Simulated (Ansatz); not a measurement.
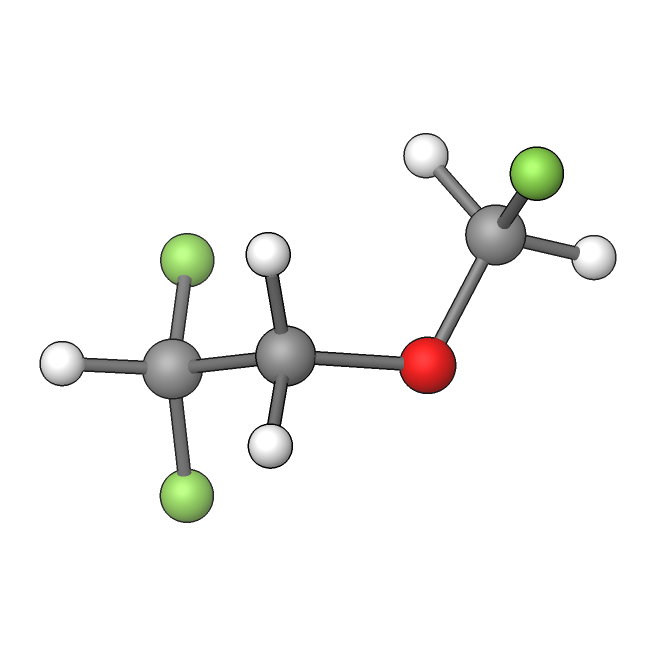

Ball-and-stick drawing of a structure. Every bond is drawn as one stick, whatever its order. Colours: fluorine green, carbon grey, oxygen red, hydrogen white.

Computed geometry: PBE0-D4/def2-TZVP optimisation.

Describe the molecule.

It has 12 atoms: 3 carbon, 5 hydrogen, 3 fluorine and 1 oxygen (C3H5F3O). SMILES: `FCOCC(F)F`. It has no ring. Among its groups: ether, C–F bond. This geometry has C1 symmetry. Coordination: 3 C tetrahedral; 1 O bent.

The parts below concern this one geometry. Atoms keep their numbers from picture to picture.

### Electronic properties

Properties computed with RKS revPBE-D4/def2-TZVPP (Ansatz 0.2.0).

Predict the main results.

- HOMO energy (Kohn–Sham orbital): −6.94 eV
- LUMO energy (Kohn–Sham orbital): 0.41 eV
- HOMO–LUMO gap: 7.35 eV
- dispersion correction: −71.4 kJ/mol

### Charges

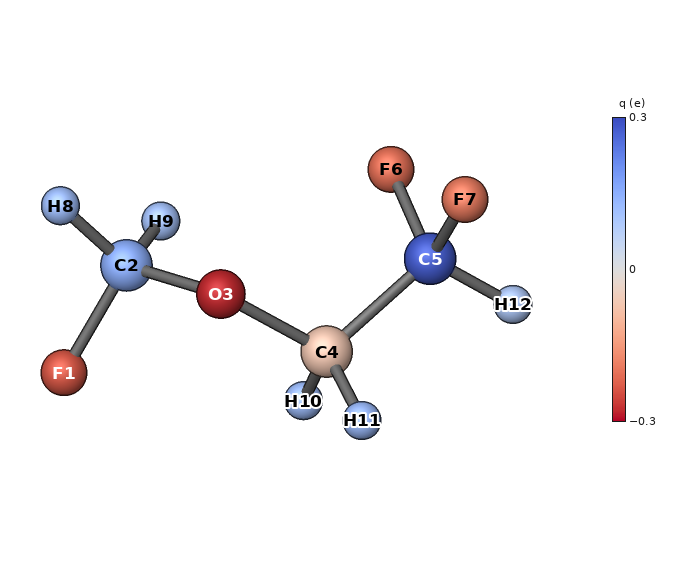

Atoms are coloured by their Mulliken charges. Method: RKS ωB97M-V/def2-TZVPP (Ansatz 0.2.0).

Give the Mulliken charges atom by atom.

```tsv
atom	value (e)
F1	−0.23
C2	0.15
O3	−0.28
C4	−0.06
C5	0.27
F6	−0.20
F7	−0.19
H8	0.11
H9	0.10
H10	0.12
H11	0.12
H12	0.09
```

### Dipole moment

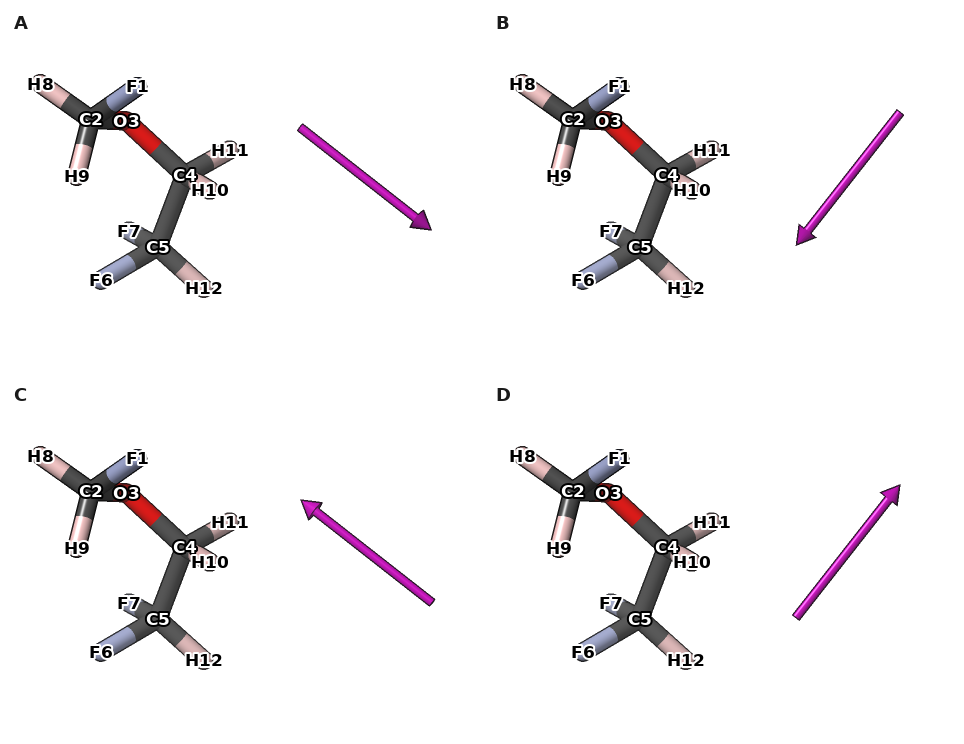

The same molecule four times, each with an arrow. Method: RKS r2SCAN-D4/def2-TZVPP (Ansatz 0.2.0).

> Which arrow points along the dipole moment, from the negative to the positive end?

A. The dipole moment is 1.58 D; it points from the side of H8 to the side of H12 (the outermost atoms at the two ends).

Mulliken values depend strongly on the basis set and can even reverse the polarity of a bond.
